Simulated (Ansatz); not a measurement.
# Ga2SbN (ordered alloy on zincblende lattice): testing the settings of Wannier runs

Aim: run 2 Wannier inputs for Ga2SbN (ordered alloy on zincblende lattice) as typed, and read from each log whether it ends well.

Program: Ansatz 0.2.0. Level of theory: plane waves, PAW; the settings change from run to run, as each input shows. These are calculated values, not measurements.

1 further run of the same task is left out (it didn't finish).

### Step 1. The starting structure

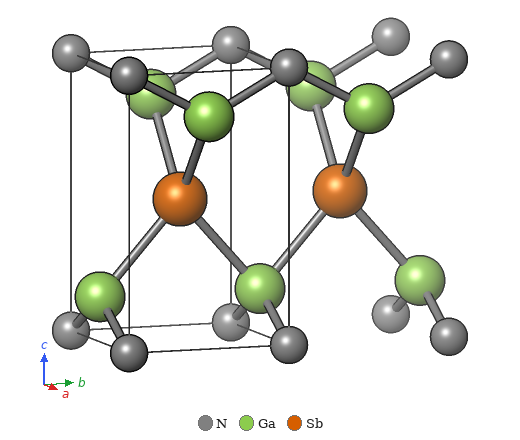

Start, viewed slightly off an axis; nitrogen grey, gallium green, antimony orange. 1×2×1 cells are drawn. Atoms on the faces are drawn again on the opposite ones.

As a file:

```xyz
4
Lattice="3.5796 0.0000 0.0000 0.0000 3.5796 0.0000 0.0000 0.0000 5.8944" Properties=species:S:1:pos:R:3 pbc="T T T"
N     0.0000    0.0000    0.0000
Ga    0.0000    1.7898    4.9365
Sb    1.7898    1.7898    2.9472
Ga    1.7898    0.0000    0.9579
```

The cell was relaxed beforehand with r2SCAN; those runs aren't shown. No run includes spin-orbit coupling, which matters for Sb.

### Step 2. Try 1

input.yaml

```yaml
crystal:
  lattice:
    - [3.5796136366, 0.0, 0.0]
    - [0.0, 3.5796136366, 0.0]
    - [0.0, 0.0, 5.8943730514]
  atoms:
    - { symbol: "N", position: [0.0, 0.0, 0.0] }
    - { symbol: Ga, position: [0.0, 0.5, 0.837490526] }
    - { symbol: Sb, position: [0.5, 0.5, 0.5] }
    - { symbol: Ga, position: [0.5, 0.0, 0.162509474] }
kpoints:
  mp_grid: { grid: [6, 6, 4] }
  band_path:
    path:
      - [[0.0, 0.0, 0.0], [2.385654540502e-52, 0.5, 8.138471681933e-68], [0.5, 0.5, 9.571329548317e-33], [0.0, 0.0, 0.0], [1.600896419099e-49, -1.039111149405e-84, 0.5], [1.600896419099e-49, 0.5, 0.5], [0.5, 0.5, 0.5], [1.600896419099e-49, -1.039111149405e-84, 0.5]]
      - [[2.385654540502e-52, 0.5, 8.138471681933e-68], [1.600896419099e-49, 0.5, 0.5]]
      - [[0.5, 0.5, 9.571329548317e-33], [0.5, 0.5, 0.5]]
    npoints: 10
hamiltonian:
  xc: pbe
scf:
  occupations: { method: fermi_dirac, width: 0.02 }
  n_extra_bands: 6
output:
  forces: false
  stress: false
  eigenvalues: true
  wannier:
    kmesh: [6, 6, 4]
    projections:
      - { species: Sb, l: s, shell: 5 }
      - { species: Ga, l: s, shell: 4 }
      - { species: "N", l: p, shell: 2 }
    minimise: true
    write_hr: true
    conv_tol: 1.0e-08
    max_iter: 3000
    disentanglement: { window: [0.88, 22.88], frozen_window: [3.88, 11.68] }
```

The run is started by

```console
> ansatz run input.yaml --threads 4 --pin off --max-ram 3686MiB --backend cpu --events-out ev --progress --plain --runs-dir out
```

The log of the run:

```text
Warning: RAYON_NUM_THREADS=4 ignored (pool sized by the plan → 4); use --threads N
scf.n_extra_bands = 6 over 23 filled bands (N_el = 46.0): the run solves 29 bands
Engine: ansatz 0.2.0, x86_64-unknown-linux-gnu
Pseudopotentials: kind: paw
Pseudopotential: N, paw, valence charge 5, recommended cutoff 420 eV (normal), N.paw.azcp
Pseudopotential: Ga, paw, valence charge 13, recommended cutoff 420 eV (normal), Ga.paw.azcp
Pseudopotential: Sb, paw, valence charge 15, recommended cutoff 420 eV (normal), Sb.paw.azcp
Functional definition: PBE
  parameter kappa = 0.804
  parameter beta = 0.06672455060314922
  exchange = pbe_x(kappa = kappa, mu = beta*pi^2/3)
  correlation = pbe_c(beta = beta)
Crystal: 4 atoms, lattice volume = 75.528 Å³
Basis set: ecut = 420 eV, 1487 PW (Γ)
Bands: 29, of which v1, the nominal top of the filled ones, is band 23 counted from 1 (22 counted from 0)
Symmetry: 8 space group operations
Space group: P-4m2 (ITA 115), of the structure as read, at distance tolerance 4.2e-5 Å
k-points: 30 of 144 (time reversal used)
Non-local potential: N, projectors of the file, l = 0: 2, l = 1: 2, l = 2: 1
Non-local potential: Ga, projectors of the file, l = 0: 2, l = 1: 2, l = 2: 3, l = 3: 1
Non-local potential: Sb, projectors of the file, l = 0: 2, l = 1: 2, l = 2: 2, l = 3: 2
PAW form: soft (Blöchl's): semilocal exchange-correlation on the pseudo side does not see the compensation charge
PAW one-centre angular grid: N, 110 points (default); XC on 64 Gauss nodes
PAW one-centre angular grid: Ga, 590 points (default); XC on 64 Gauss nodes
PAW one-centre angular grid: Sb, 590 points (default); XC on 64 Gauss nodes
Initial density: superposition of atomic densities (neutral atoms: chi_scale 0, normalization atom), corrected by the library's trained network
Initial wavefunctions: pseudopotential atomic-orbital guess
Functional: x = pbe(κ = 0.804, μ = 0.2195149727645171), c = pbe(β = 0.06672455060314922)
SCF iter   1: F=—  HF=-14433.960421 eV  |F-HF|=—  |Δ(HF+E_count)|=         —  Δρ=3.43e-3  dr2=9.56e-3  ethr=1.77e-3  ⟨swp⟩=6.1  Hψ=4095  notcnv=0
preconditioner: auto → Resta (q_TF=auto, 2.512 Å⁻¹)  ε∞=3.9  [insulator: Δε(μ)=0.079 eV  Ē_g=15.011 eV  σ=0.020 eV  W_gap=0.60  n_scr=20 (ndim 8)  ℏωp=25.6 eV  f_vac=0.008  D(μ)=1.18/eV (n_scr^D=2)  ε∞_Penn≈3.9]
SCF iter   2: F=—  HF=-14433.958786 eV  |F-HF|=—  |Δ(HF+E_count)|=   1.64e-3  Δρ=1.70e-3  dr2=2.33e-3  ethr=2.08e-5  ⟨swp⟩=2.8  Hψ=1865  notcnv=0  defer=41
SCF iter   3: F=—  HF=-14433.958885 eV  |F-HF|=—  |Δ(HF+E_count)|=   9.87e-5  Δρ=4.35e-4  dr2=9.71e-5  ethr=5.06e-6  ⟨swp⟩=3.0  Hψ=1653  notcnv=0  defer=41
SCF iter   4: F=—  HF=-14433.958889 eV  |F-HF|=—  |Δ(HF+E_count)|=   3.68e-6  Δρ=1.59e-4  dr2=1.73e-5  ethr=2.11e-7  ⟨swp⟩=2.0  Hψ=1497  notcnv=0  defer=41
SCF iter   5: F=—  HF=-14433.958902 eV  |F-HF|=—  |Δ(HF+E_count)|=   1.31e-5  Δρ=7.85e-5  dr2=2.90e-6  ethr=3.76e-8  ⟨swp⟩=2.0  Hψ=1517  notcnv=0  defer=41
SCF iter   6: F=—  HF=-14433.958899 eV  |F-HF|=—  |Δ(HF+E_count)|=   2.16e-6  Δρ=2.52e-5  dr2=5.49e-7  ethr=6.31e-9  ⟨swp⟩=2.0  Hψ=1367  notcnv=0  defer=41
SCF iter   7: F=-14433.958900 eV  HF=-14433.958900 eV  |F-HF|=1.40e-8  |Δ(HF+E_count)|=   3.56e-7  Δρ=5.61e-6  dr2=2.66e-8  ethr=2.17e-10  ⟨swp⟩=5.0  Hψ=3124  notcnv=0
SCF 1 converged in 7 iterations: F = -14433.958900 eV  dr2 = 2.66e-8
NSCF: frozen V_eff on 93 k-points
NSCF: frozen V_eff on 33 k-points
the Wannier pass solved 33 of the 144 points of its mesh, and has the states at the others by symmetry: states obtained by the crystal's operations at points that were solved too leave a residual of 2.59e-13 eV (read by the count's bands and the next), within 6.67e-6 eV
NSCF: frozen V_eff on 33 k-points
the Wannier pass solved 33 of the 144 points of its mesh, and has the states at the others by symmetry: states obtained by the crystal's operations at points that were solved too leave a residual of 1.95e-13 eV (read by the count's bands and the next), within 6.67e-6 eV
NSCF: frozen V_eff on 33 k-points
the Wannier pass solved 33 of the 144 points of its mesh, and has the states at the others by symmetry: states obtained by the crystal's operations at points that were solved too leave a residual of 3.84e-13 eV (read by the count's bands and the next), within 6.67e-6 eV
SCF converged after 7 iterations
Free energy (F): -14433.958900 eV
Harris-Foulkes:  -14433.958900 eV  (|F-HF|=1.40e-8)
Internal energy: -14433.957336 eV  (E = F + TS)
E sigma→0 (E₀):  -14433.958118 eV
Entropy (-TS):   -0.001564 eV (-0.391 meV/atom)
Fermi energy:    10.002796 eV
--- Per-component energies (eV) ---
  E_band       = -247.077726
  E_kinetic    = 566.507336
  E_local      = -5670.275702  (includes V_loc(G=0)·N_el)
  E_nonlocal   = 1260.559154
  E_hartree    = 2611.953871
  E_xc         = -335.665090
  E_vxc        = -287.344006  (∫ρ·V_xc dr)
  E_paw        = -8682.643207  (= ΣΔE_a)
  E_vpaw       = -1340.433085  (= ΣTr[D̂ρ^β])
  E_aug_tail   = -0.000103  (compensation charges beyond the density's cutoff)
  E_ewald      = -4184.393595
  E_smearing   = -0.001564  (= −TS)
  E_closure    = -0.000000  (closes the sum)
  Σ components = -14433.958900   (vs F -14433.958900, Δ=0.00e0)
--- Band table (eV; the first three rows and the last of 30) ---
  k-point 0: bands = ["-19.2676", "-19.2391", "-19.2391", "-19.2354", "-19.2234", "-6.9055", "-5.6233", "-5.6233", "-5.5911", "-5.5625", "-5.5171", "-5.4958", "-5.4895", "-5.4895", "-5.4247", "-4.8979", "-1.1914", "2.1159", "5.5484", "5.5484", "7.4335", "8.2589", "10.6814", "10.6814", "12.2553", "13.3428", "14.8399", "14.8399", "14.9800"]
  k-point 1: bands = ["-19.2675", "-19.2391", "-19.2391", "-19.2353", "-19.2234", "-6.9003", "-5.6198", "-5.6198", "-5.5894", "-5.5709", "-5.5155", "-5.4960", "-5.4936", "-5.4936", "-5.4245", "-4.8398", "-1.5219", "2.8002", "5.5871", "5.5871", "6.3107", "9.2608", "10.4623", "10.4623", "12.0866", "13.3993", "14.7565", "15.2336", "15.2336"]
  k-point 2: bands = ["-19.2675", "-19.2391", "-19.2391", "-19.2353", "-19.2233", "-6.8953", "-5.6161", "-5.6161", "-5.5879", "-5.5775", "-5.5151", "-5.4979", "-5.4979", "-5.4961", "-5.4244", "-4.7768", "-1.8030", "3.7348", "5.2694", "5.6271", "5.6271", "10.0912", "10.2640", "10.2640", "11.5299", "13.8155", "14.7020", "14.9925", "15.6349"]
  k-point 29: bands = ["-19.2504", "-19.2504", "-19.2443", "-19.2155", "-19.2076", "-6.5995", "-5.6531", "-5.5873", "-5.5792", "-5.5792", "-5.4933", "-5.4933", "-5.4438", "-5.4438", "-5.4256", "-3.9026", "1.4646", "2.4935", "2.4935", "5.4761", "5.6355", "5.6355", "5.7169", "12.1060", "12.1060", "12.6383", "13.2728", "14.1660", "14.4767"]
WARN: one of the run's output files is refused, and neither it nor the files that depend on it are written in full: <dir> frozen window holds 7 > num_wann = 6 bands at ik = 2 (ik counts from 0, the k-points of the .win, .mmn and .eig files from 1)
Error: frozen window holds 7 > num_wann = 6 bands at ik = 2 (ik counts from 0, the k-points of the .win, .mmn and .eig files from 1)
```

It took 5.8 s on 4 threads of Intel Xeon Platinum 8488C (Sapphire Rapids), shared host; peak memory 0.54 GiB.

Diagnosis: The run stopped with an error. The frozen window holds more states than there are functions. Fix: project on all shells that make up the frozen bands, or narrow the frozen window.

### Step 3. Try 2

input.yaml, as its differences from that of step 2:

```diff
@@ -29,6 +29,3 @@
     kmesh: [6, 6, 4]
-    projections:
-      - { species: Sb, l: s, shell: 5 }
-      - { species: Ga, l: s, shell: 4 }
-      - { species: "N", l: p, shell: 2 }
+    projections: [{ species: "N", l: s, shell: 2 }, { species: "N", l: p, shell: 2 }]
     minimise: true
@@ -36,3 +33,2 @@
     conv_tol: 1.0e-08
-    max_iter: 3000
-    disentanglement: { window: [0.88, 22.88], frozen_window: [3.88, 11.68] }
+    max_iter: 3
```

The run is started by

```console
> ansatz run input.yaml --threads 4 --pin off --max-ram 3686MiB --backend cpu --events-out ev --progress --plain --runs-dir out
```

The log of the run:

```text
Error: invalid value for `output.wannier.max_iter`: must be ≥ 5; got 3
```

It took 0.05 s on 4 threads of Intel Xeon Platinum 8488C (Sapphire Rapids), shared host; peak memory 0.1 GiB.

The program refused the input. The last message names the cause.

### Step 4. Summary

```tsv
try	settings	ended	fault	time
1	PBE, 6 functions, 6×6×4, window 0.88 to 22.88 eV, frozen 3.88 to 11.68 eV	stopped by an error	the frozen window holds more states than there are functions	5.8 s
2	PBE, 4 functions, 6×6×4	refused	see the message	0.05 s
```

**Reading.** 1 stopped by an error, 1 refused. No run passed without a fault or warning, so no result is quoted.
